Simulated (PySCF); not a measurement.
System: C$_{4}$H$_{5}$F$_{2}$ (SMILES C[CH+]C=C(F)F) (charge +1).

Input file:

```
{"job": {"kind": "nmr", "xc": "PBE0", "basis": "pcSseg-1"}, "charge": 1, "multiplicity": 1}
C     -1.665027     0.196022    -0.453431
C     -0.234945     0.280281    -0.404110
C      0.548119    -0.353406     0.550214
C      1.917549    -0.258143     0.556084
F      2.662322    -0.832555     1.426384
F      2.603202     0.409679    -0.305798
H     -2.095162     1.207981    -0.445384
H     -2.105845    -0.415279     0.329708
H     -1.981061    -0.156988    -1.445869
H      0.261495     0.878513    -1.164547
H      0.094779    -0.953434     1.330785
```

Launched as:

```sh
OMP_NUM_THREADS=1 python probes_run.py task.json out
```

Geometry: GFN2-xTB.

Computed with PySCF, PBE0/pcSseg-1, SCF density, gas phase, non-relativistic.

Question: What will maps of the electron density and electron localisation function show?

Answer: C–F (1.28 Å): the density is about 2.7 e/Å³ at the midpoint; the ELF peaks at about 0.85 between the atoms (a polar covalent bond).
C–C (1.37 Å): ρ is about 2.2 e/Å³ halfway; the ELF peaks at about 0.95 between the atoms, as expected for localised, covalent bonding.
C–H (1.08 Å): ρ at the midpoint is about 2.1 e/Å³; the ELF climbs to about 1 towards the hydrogen, as it does in any bond to H; a covalent bond by its length.
C–C (1.43 Å): ρ is about 1.9 e/Å³ halfway; the ELF peaks at about 0.95 between the atoms: localised, covalent bonding.

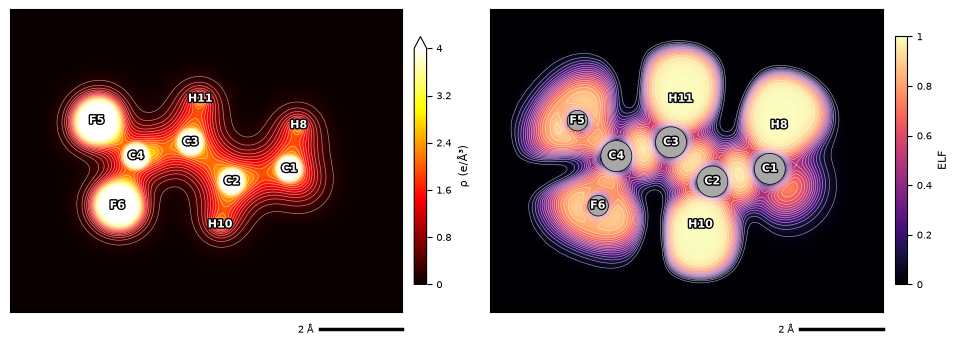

Computed electron density and electron localisation function on the plane of atoms F5, C4 and F6, in this order. Grey discs cover the atomic cores in the ELF map. 
